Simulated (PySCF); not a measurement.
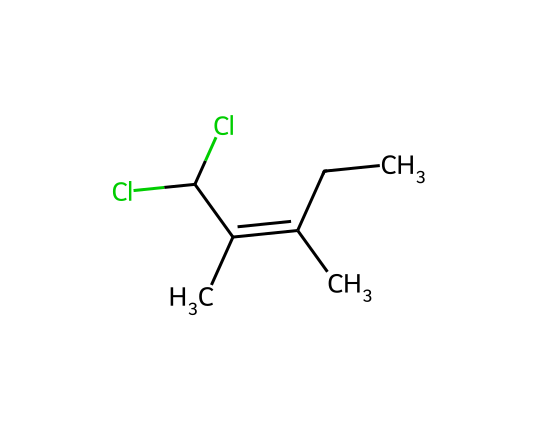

The computed structure is the end point of a GFN2-xTB optimisation. No frequency run is at hand to confirm it as a minimum. Level of theory: PBE0/pcSseg-1, gas phase (PySCF 2.14.0).

Question: What is the LUMO energy (Kohn–Sham orbital)?

Answer: −0.43 eV.

Question: Give the HOMO energy (Kohn–Sham orbital) at this level.

Answer: −7.04 eV.

Question: Give the dipole moment at this level.

Answer: 3.02 D.
